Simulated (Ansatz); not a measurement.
# Heat carried by phonons in CeO2 (Fm-3m), part 2 of 2

Aim: the lattice thermal conductivity of CeO2 against temperature, and which phonons carry it.

Experimental results on record:
- thermal conductivity 10.8 W/m/K near room temperature (given in “Predicting the lattice thermal conductivity of solids by solving the Boltzmann transport equation: AFLOW - AAPL an automated, accurate and efficient framework”, 2017, arXiv:1611.05481)

Ansatz 0.2.0; DFT r2SCAN, scalar-relativistic, plane waves, PAW.

So far. Step 2 (A first coarse run): The start is under 3.3 GPa at this level and looks like an insulator or semiconductor on this mesh. Step 4 (Relaxing to small residual forces and stress): The residual pressure is -0.0060 GPa, small enough for phonons. The relaxed cell has a = 5.437 Å (conventional setting).

### Step 5. Anharmonic force constants and conductivity

Pairs of atoms inside the cutoff are displaced in a supercell, the forces give the cubic constants, and these give the three-phonon rates of the Boltzmann equation.

Input file input.yaml:

```yaml
crystal:
  lattice:
    - [0.0, 2.7187077437, 2.7187077437]
    - [2.7187077437, 0.0, 2.7187077437]
    - [2.7187077437, 2.7187077437, 0.0]
  atoms:
    - { symbol: Ce, position: [0.0, 0.0, 0.0] }
    - { symbol: O, position: [0.25, 0.25, 0.25] }
    - { symbol: O, position: [0.75, 0.75, 0.75] }
kpoints:
  mp_grid: { grid: [6, 6, 6] }
hamiltonian:
  xc: r2scan
scf:
  occupations: { method: fixed }
output:
  eigenvalues: true
phonons:
  method: fd
  dielectric: true
  qmesh: [6, 6, 6]
  temperatures: { t_max: 1000, t_step: 50 }
  qpath:
    path:
      - [[0.0, 0.0, 0.0], [0.5, 0.0, 0.5], [0.5, 0.25, 0.75], [0.375, 0.375, 0.75], [0.0, 0.0, 0.0], [0.5, 0.5, 0.5], [0.625, 0.25, 0.625], [0.5, 0.25, 0.75], [0.5, 0.5, 0.5], [0.375, 0.375, 0.75]]
      - [[0.625, 0.25, 0.625], [0.5, 0.0, 0.5]]
    npoints: 10
  third_order: { supercell: [3, 3, 3], pair_cutoff: 4.608 }
  lattice_thermal_conductivity:
    qmesh: [19, 19, 19]
    temperatures: [100.0, 150.0, 200.0, 300.0, 400.0, 500.0, 600.0, 800.0]
    isotope_mass_variance:
      - { species: Ce, variance: 2.25e-05 }
      - { species: O, variance: 3.359e-05 }
    solution: relaxation_time
```

On the command line:

```sh
$ ansatz run input.yaml --threads 18 --pin off --max-ram 92160MiB --backend cuda --events-out ev --progress --plain --runs-dir out
```

Numbers of over 12 decimals in the logs are rounded to 6 here.

The log of the run:

```text
Warning: phonons: the dynamical matrix that this run interpolates holds no multipole term above the dipole-dipole one, and a site of this crystal is no centre of inversion, so its interpolated transverse optical and acoustic branches and sound speeds can stay off near Gamma, and the density of states and the thermodynamics with them. What a run solves at a wave vector of phonons.qpoints, Gamma apart, where the deck admits one, is free of this, and under fd what a larger phonons.supercell samples
Warning: phonons.dielectric: true without phonons.rigid_motions: the static dielectric tensor ε⁰ will be withheld (ε∞, Z* and the rows of modes are given); for a crystal or a slab, whose only rigid motions are the translations, set phonons.rigid_motions: translations
[...]
Crystal: 18 atoms, lattice volume = 241.140 Å³
Basis set: ecut = 500 eV, 6049 PW (Γ), FFT grids on a1, −a1+a2+a3, −a1+a3, exchange–correlation on 180×432×300 points (216 copies of the dense FFT grid, shifted against one another)
Bands: 90, of which v1, the nominal top of the filled ones, is band 72 counted from 1 (71 counted from 0)
Symmetry: 24 space group operations
k-points: 16 of 36
[...]
SCF iter   1: F=—  HF=-46396.914349 eV  |F-HF|=—  |Δ(HF+E_count)|=         —  Δρ=1.07e-7  dr2=2.38e-11  dr2_τ=1.12e-11  ethr=1.00e-12  ⟨swp⟩=3.0  Hψ=3787  notcnv=0
[...]
SCF iter   2: F=-46396.914349 eV  HF=-46396.914349 eV  |F-HF|=2.91e-11  |Δ(HF+E_count)|=  7.28e-12  Δρ=8.39e-8  dr2=1.84e-11  dr2_τ=1.48e-12  ethr=1.00e-12  ⟨swp⟩=5.2  Hψ=5098  notcnv=0
SCF 1 converged in 2 iterations: F = -46396.914349 eV  dr2 = 1.84e-11
[...]
SCF iter   2: F=-46396.914349 eV  HF=-46396.914349 eV  |F-HF|=2.91e-11  |Δ(HF+E_count)|=  5.82e-11  Δρ=1.26e-7  dr2=4.04e-11  dr2_τ=3.31e-12  ethr=1.00e-12  ⟨swp⟩=5.8  Hψ=5847  notcnv=0
SCF 2 converged in 2 iterations: F = -46396.914349 eV  dr2 = 4.04e-11
[...]
Crystal: 3 atoms, lattice volume = 40.190 Å³
Basis set: ecut = 500 eV, 965 PW (Γ), exchange–correlation on 120×120×120 points (64 copies of the dense FFT grid, shifted against one another)
Bands: 16, of which v1, the nominal top of the filled ones, is band 12 counted from 1 (11 counted from 0)
Symmetry: 48 space group operations
k-points: 30 of 216 (irreducible under 8 space group operations, time reversal used)
[...]
SCF 3 converged in 3 iterations: F = -7732.819054 eV  dr2 = 5.04e-11
[...]
symmetry images taken by strict's conditions (phonons.symmetry_images: auto; settled by no image being taken that strict refuses)
  supercell 10 (6 cells, vectors [1, 0, 0], [0, 1, 0], [0, 0, 6] in multiples of the cell's): 3 displaced members by 0.0025 Å; free energy -46396.914349 eV; taken off its force constants: by the sum rule 3.1e-4, by the symmetrisation 1.5e-4 eV/Å²; Γ matrix within 1.1e-4 eV/Å² of supercell 1's
[...]
q = [0.0000, 0.0000, 0.0000] (star 1, supercell 1; hermiticity 2.84e-17, symmetrization 5.15e-6): 0.00 0.00 0.00 267.28 267.28 267.28 435.53 435.53 435.53
[...]
joined force constants: q→R imaginary residual 1.10e-18
  density of states and harmonic sums: on the 24×24×24 q-mesh, interpolated from the force constants of a 6×6×6 supercell (with the dipole–dipole term)
  largest difference from the sums on the solved wave vectors: F 3.77e-3 eV, S 4.96e-6 and C_V 1.16e-6 eV/K
  zero-point energy: 0.165892 eV/cell   skipped modes (ω ≤ 0): 3   left out of the sums: 2.41e-5 of the cell's modes: C_V's classical limit lies that fraction below 3 k_B per atom; for a crystal, a wire or a layer, F and S can be off by more, and a phonons.interpolated_qmesh denser along its periods is the remedy for the sampling
--- Third-order force constants: 105 member SCFs in a 3×3×3 supercell (pair cutoff 4.608 Å, amplitude 0.03 Å, SCF threshold 1.00e-9 eV, Σ member SCF iterations 1297) ---
[...]
sum-rule residual: 8.444e-1 → 2.148e-14 eV/Å³; symmetrization residual: 5.564e-3 eV/Å³; largest sum-rule correction relative to its orbit: 2.551e-1, on the orbit of the block of home site 0 with site 2 of cell (-2, -1, 0) and site 2 of cell (-2, -1, 0), whose norm before the correction was 1.075e0 eV/Å³
--- Lattice thermal conductivity: 19×19×19 mesh (220 irreducible points), tetrahedron method ---
  three-phonon and isotope scattering only; four-phonon, boundary and, in a metal, phonon-electron scattering are left out
  each conductivity is what the modes' populations carry and what the coherences between them add
  conductivity (a third of the tensor's trace), W/(m K), in the relaxation-time approximation:
       T (K)   relaxation time
      100.00           42.6840
      150.00           25.5347
      200.00           18.7659
      300.00           12.5465
      400.00            9.5354
      500.00            7.7430
      600.00            6.5510
      800.00            5.0621
```

Run time: 6.5 min. Hardware: 1 × NVIDIA GB200 with 18 threads of Arm Neoverse V2, shared host; peak memory 2.2 GiB; 24 min of CPU time.

Numbers from this step:

```
lowest frequency on the path               : 0 cm⁻¹
zero-point energy                          : 0.1659 eV/cell
point group                                : m-3m
highest frequency                          : 581.8 cm⁻¹
Debye temperature from the second moment   : 613 K
κ at 300 K (relaxation time)               : 12.55 W/m/K
dipole term                                : run
mean free path at half of κ                : 7.56 nm
share of κ above the three lowest branches : 0.354
third-order blocks                         : 2139
periodic aliases dropped                   : 324
largest relative sum-rule correction       : 0.2551
displaced cells, third order               : 105
```

LO-TO term included. The phonon branches at the labelled points (cm⁻¹):

```csv
point,branch 1,branch 2,branch 3,branch 4,branch 5,branch 6,branch 7,branch 8,branch 9
Γ,0,0,0,267,267,436,436,436,542
X,130,130,155,219,219,260,442,442,582
W,131,184,194,194,194,360,360,469,565
K,126,166,173,208,265,278,420,449,566
Γ,0,0,0,267,267,436,436,436,542
L,115,115,205,336,336,371,371,406,513
U,126,166,173,208,265,278,420,449,566
W,131,184,194,194,194,360,360,469,565
L,115,115,205,336,336,371,371,406,513
K,126,166,173,208,265,278,420,449,566
jump to U,126,166,173,208,265,278,420,449,566
X,130,130,155,219,219,260,442,442,582
```

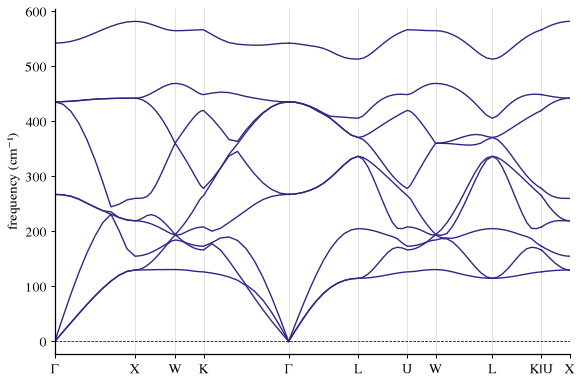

Phonon branches along the path.

Table of lattice thermal conductivity, RTA xx by temperature:

```csv
temperature (K),"lattice thermal conductivity, RTA xx (W/m/K)"
100,42.7
150,25.5
200,18.8
300,12.6
400,9.54
500,7.74
600,6.55
800,5.06
```

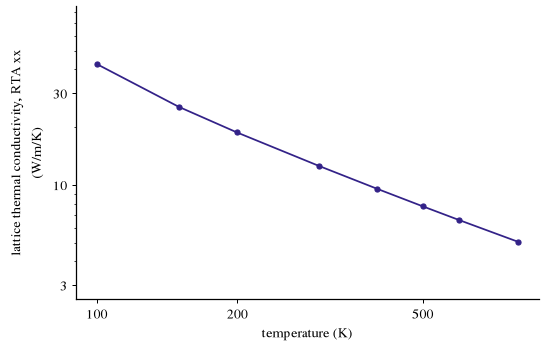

Lattice thermal conductivity, RTA xx, plotted against temperature.

The modes has structure finer than the step of the table below, so its rows give means over 50 cm⁻¹, whole bins alone (the curve runs from -10 to 609 cm⁻¹). Peaks (cm⁻¹: height): Ce 122.3: 0.0460, 196.3: 0.0250; O 266.4: 0.0192, 441.5: 0.0394, 542.8: 0.0231.

Phonopy on the run's constants, 19x19x19 mesh, Gaussian sigma 4.4 cm⁻¹. The modes by wavenumber; means over each step; values in 1/cm⁻¹/cell:

```csv
wavenumber (cm⁻¹),Ce,O
50,0.00214,4.0e-4
100,0.0201,0.00123
150,0.0169,0.00222
200,0.0145,0.0110
250,0.00361,0.0169
300,0.00114,0.0155
350,3.4e-4,0.0137
400,1.3e-4,0.0166
450,2.5e-4,0.0231
500,2.6e-5,1.0e-3
550,7.2e-4,0.0173
```

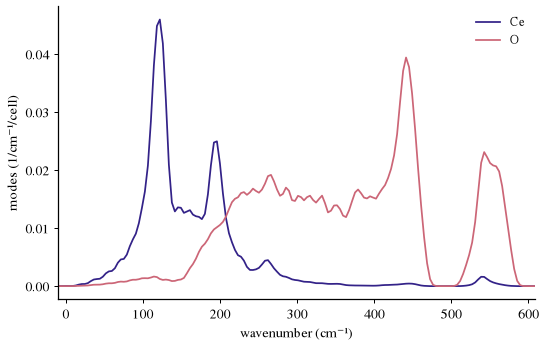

Modes against wavenumber.

Distinct triplets, nearest first. Third order norms, by row:

```csv
sites,side 1 (Å),side 2 (Å),side 3 (Å),norm of the 27 components (eV/Å³)
Ce-Ce-Ce,0,0,0,0
O-O-O,0,0,0,33.05
Ce-O-O,0,2.35,2.35,17.9
Ce-O-Ce,0,2.35,2.35,18.26
Ce-O-O,2.35,2.35,2.72,1.933
O-O-O,0,2.72,2.72,6.739
Ce-O-O,2.35,2.35,3.84,1.729
Ce-O-Ce,2.35,2.35,3.84,2.979
O-O-O,2.72,2.72,3.84,0.465
Ce-Ce-Ce,0,3.84,3.84,7.371
Ce-Ce-Ce,3.84,3.84,3.84,0.738
O-O-O,0,3.84,3.84,1.817
O-O-O,3.84,3.84,3.84,0.058
O-O-O,3.84,3.84,3.84,0.167
Ce-O-O,2.35,2.72,4.51,0.844
Ce-O-O,2.35,3.84,4.51,0.402
Ce-O-Ce,2.35,3.84,4.51,0.728
Ce-O-O,0,4.51,4.51,1.052
Ce-O-O,3.84,4.51,4.51,0.176
Ce-O-O,3.84,4.51,4.51,0.066
Ce-O-O,2.72,4.51,4.51,0.241
Ce-O-Ce,3.84,4.51,4.51,0.26
Ce-O-Ce,3.84,4.51,4.51,0.186
Ce-O-Ce,0,4.51,4.51,1.222
```

Born charge (rows field, columns displacement) (e), principal values of the symmetric part by kind of site:

```csv
atom,atoms with these values,low,middle,high,mean
Ce1,1,5.73,5.73,5.73,5.73
O2,2,-2.86,-2.86,-2.86,-2.86
```

In full for O2:

```
-2.86  0.00  0.00
 0.00 -2.86  0.00
 0.00  0.00 -2.86
```

RTA, 300 K. Kappa by branch, by row:

```csv
branch (by rank),mean frequency (THz),mean rms speed (km/s),median lifetime (ps),share of kappa
1,3.32,1.25,4.05,0.151
2,3.97,2.6,2.96,0.277
3,5.52,2.44,1.43,0.218
4,7.2,3.03,0.897,0.083
5,8.3,4.01,0.842,0.118
6,9.98,4.37,0.622,0.1
7,12.11,2.91,0.61,0.043
8,13.33,1.28,0.582,0.007
9,16.5,1.35,0.252,0.003
```

The spectral kappa at 300 K, relaxation time (W/m/K/THz) by frequency; read off at these points:

```csv
frequency (THz),"spectral kappa at 300 K, relaxation time (W/m/K/THz)"
0.25,0
1.25,1.69
2.25,1.66
2.75,1.97
3.25,1.60
4.25,1.34
5.25,0.793
6.25,0.496
7.25,0.764
8.25,1.08
8.75,1.10
9.25,0.884
10.25,0.540
11.25,0.408
12.25,0.265
13.25,0.0884
14.25,5.0e-5
15.25,3.4e-4
16.25,0.0319
17.25,0.00403
```

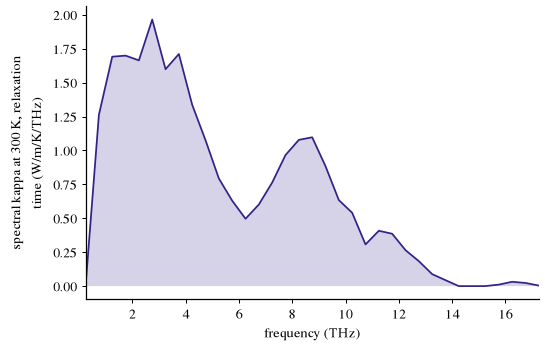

Spectral kappa at 300 K, relaxation time (W/m/K/THz) against frequency.

Relaxation-time solution. Share of κ carried by shorter paths against mean free path:

```csv
mean free path (nm),100 K,300 K,800 K
0.316,0,0.001,0.009
0.681,0,0.004,0.053
1.47,0,0.023,0.333
3.16,0.001,0.156,0.588
4.64,0.003,0.365,0.66
10,0.027,0.576,0.773
21.5,0.141,0.705,0.856
46.4,0.334,0.823,0.935
100,0.521,0.905,0.971
215,0.654,0.953,1
316,0.721,0.968,1
681,0.854,1,1
1470,0.938,1,1
3160,1,1,1
```

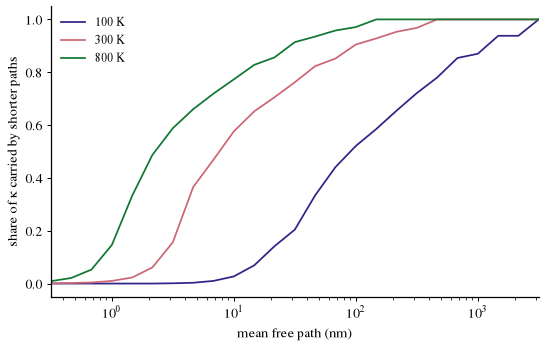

Share of κ carried by shorter paths against mean free path.

300 K; a sample spread over frequency. Mode lifetimes, by row, the first 40 of 90 rows:

```csv
q1,q2,q3,branch,frequency (THz),rms speed (km/s),three-phonon rate (1/ps),isotope rate (1/ps),lifetime (ps),mean free path (nm)
0,0.0526,0.0526,1,0.536,2.76,0.0164,6.33e-8,61,169
0,0.1579,0.1579,2,1.597,2.69,0.127,1.11e-5,7.9,21.2
0,0.0526,0.1053,3,2.126,6.54,0.0842,3.97e-5,11.9,77.7
0.1053,0.2105,0.3158,1,2.549,3.23,0.329,9.62e-5,3.03,9.81
0.0526,0.1579,-0.1579,2,2.812,2.19,0.148,1.83e-4,6.73,14.8
0,0.3158,0.3158,1,3.033,2.15,0.272,2.95e-4,3.67,7.89
0.0526,0.2632,0.3684,2,3.181,2.88,0.273,4.05e-4,3.66,10.5
0,0.2105,0.4211,1,3.308,1.45,0.222,6.57e-4,4.48,6.49
0.0526,0.2632,-0.2105,1,3.409,1.01,0.213,0.00101,4.67,4.72
0,0.2105,0.3684,2,3.473,2.94,0.293,0.00125,3.39,9.98
0.0526,0.3684,0.4211,2,3.532,2.13,0.283,0.00133,3.52,7.48
0,0.2632,-0.3158,1,3.602,0.58,0.253,0.00154,3.93,2.26
0,0.2632,-0.4211,1,3.676,0.45,0.264,0.00165,3.76,1.69
0.1053,0.3684,-0.2632,1,3.736,0.59,0.287,0.00172,3.47,2.05
0.1579,0.4211,-0.4211,1,3.824,0.61,0.297,0.00176,3.35,2.03
0.0526,0.4737,-0.4737,1,3.877,0.38,0.297,0.00183,3.34,1.28
0,0.4737,-0.4737,2,3.96,0.98,0.301,5.21e-4,3.31,3.24
0.0526,0.4737,-0.4211,2,4.198,1.88,0.336,5.78e-4,2.97,5.57
0.0526,0.4211,-0.4211,2,4.445,2.33,0.361,6.40e-4,2.76,6.45
0.0526,0.3684,-0.4211,2,4.685,2.49,0.397,6.91e-4,2.51,6.26
0,0.4211,-0.4737,3,4.872,2.44,1.24,1.51e-4,0.806,1.97
0.0526,0.4211,-0.3684,3,5.08,1.32,1.06,2.13e-4,0.944,1.24
0.1053,0.4211,-0.3158,2,5.23,2.5,0.489,8.07e-4,2.04,5.11
0.1053,0.3684,-0.3158,2,5.437,1.21,0.758,6.59e-4,1.32,1.6
0.0526,0.2105,0.3684,3,5.589,3.04,0.547,0.00109,1.82,5.54
0.1579,0.4211,-0.2632,3,5.705,2.46,0.718,0.00221,1.39,3.42
0.1053,0.3158,-0.2632,3,5.798,1.53,0.751,0.00208,1.33,2.03
0.1053,0.2632,-0.4737,3,5.9,1.09,0.722,0.00224,1.38,1.51
0.1053,0.3158,-0.4211,3,5.979,1.68,0.823,0.00165,1.21,2.03
0.1579,0.3684,-0.3158,4,6.07,3.13,0.954,8.30e-4,1.05,3.27
0,0.2632,0.3158,3,6.227,3.65,0.675,9.71e-4,1.48,5.4
0.0526,0.3158,0.4737,3,6.376,1.8,0.964,8.89e-4,1.04,1.86
0.1579,0.4211,-0.3684,5,6.52,2.54,1.07,8.88e-4,0.93,2.36
0.1053,0.3158,-0.4211,4,6.64,4.92,1.18,0.00112,0.848,4.17
0.0526,0.4211,0.4737,5,6.802,0.81,0.963,0.0011,1.04,0.843
0.0526,0.3158,0.4737,4,6.924,4.64,1.42,0.00141,0.702,3.25
0,0.3158,0.4211,5,7.093,1.89,1.08,0.0014,0.922,1.74
0,0.2632,0.2632,4,7.264,1.08,1.43,0.00138,0.697,0.749
0.1053,0.2105,0.4737,4,7.437,4.59,1.25,0.00152,0.801,3.68
0.0526,0.1579,0.2632,4,7.603,1.89,1.02,0.00161,0.977,1.84
```

Without the LO-TO term. Gamma linewidths, by row:

```csv
branch,frequency (cm⁻¹),three-phonon rate (1/ps),isotope rate (1/ps),FWHM (cm⁻¹)
4,267.3,0.421,0.00204,2.24
5,267.3,0.421,0.00204,2.24
6,267.3,0.421,0.00204,2.24
7,435.5,1.59,0.0123,8.5
8,435.5,1.59,0.0123,8.5
9,435.5,1.59,0.0123,8.5
```

W/m/K, third of the trace; RTA populations with a boundary rate v/L added to each mode (Matthiessen's rule). Kappa by grain size, by row:

```csv
T (K),bulk,10 nm,30 nm,100 nm,300 nm,1000 nm,10000 nm,100000 nm
100,42.58,6.162,12.2,20.64,28.15,34.76,41.18,42.42
300,12.12,6.082,8.3,10.1,11.14,11.75,12.08,12.12
600,6.031,3.913,4.811,5.456,5.783,5.945,6.021,6.03
```

W/m/K, third of the trace; RTA populations with the isotope rates scaled. Kappa by mass disorder, by row:

```csv
T (K),no isotopes,as typed,variance x 3,variance x 10,variance x 30
100,42.86,42.58,42.03,40.35,36.74
300,12.14,12.12,12.08,11.96,11.63
600,6.035,6.031,6.022,5.991,5.908
```

At 300 K the relaxation-time value is 12.6 W/(m K).

### Step 6. Summary of results

```
highest frequency                          : 581.8 cm⁻¹
Debye temperature from the second moment   : 613 K
κ at 300 K (relaxation time)               : 12.55 W/m/K
mean free path at half of κ                : 7.56 nm
share of κ above the three lowest branches : 0.354
```

In words: The lattice of CeO2 conducts 12.6 W/(m K) at 300 K by r2SCAN (mean over directions, relaxation-time solution). Above 300 K the relaxation-time κ falls as T^-0.93, near the 1/T law of three-phonon scattering. Grains of 100 nm would keep 83 % of the bulk value at 300 K, and grains of 1 µm 97 %. Removing the natural isotope disorder raises κ at 300 K by 0 %. A measured thermal conductivity near room temperature is 10.8 W/m/K (arXiv:1611.05481); the calculated 12.6 W/m/K differs by +16 %. Four-phonon, defect and boundary scattering, which are left out, would lower the calculated value; thermal expansion is left out too. The last run computed the relaxation-time solution alone; it counts normal processes as resistive, so the full solution usually lies higher, most of all in good conductors. The sum rules changed one orbit of cubic constants by up to 26 %; by the manual a large change points to a short cutoff or, on a small and distant orbit, to noisy forces. The conductivities include the coherence part between close branches; the shares for grains, isotopes, branches and paths are of the relaxation-time populations alone. Cubic couplings among atoms farther apart than the pair cutoff are dropped, and neither the cutoff nor the q-mesh was shown to be converged here. The interpolation has no quadrupole term, so branches near the zone centre are less sure, since this crystal has sites that are not centres of inversion. The PAW files were made for PBE and are used here under another functional, for which the program regenerates the frozen cores.

[Logs are printed without paths, hosts, clocks, repeated set-up lines and the standing remarks that a program may print on its own settings, such as how far it seeks lower states.]

[Hosts, paths, dates, database ids (printed as entryN), source tags and the programs' standing remarks are cut or masked in the printed files.]

[A step with changed settings may run another functional than the one named; its input shows which.]
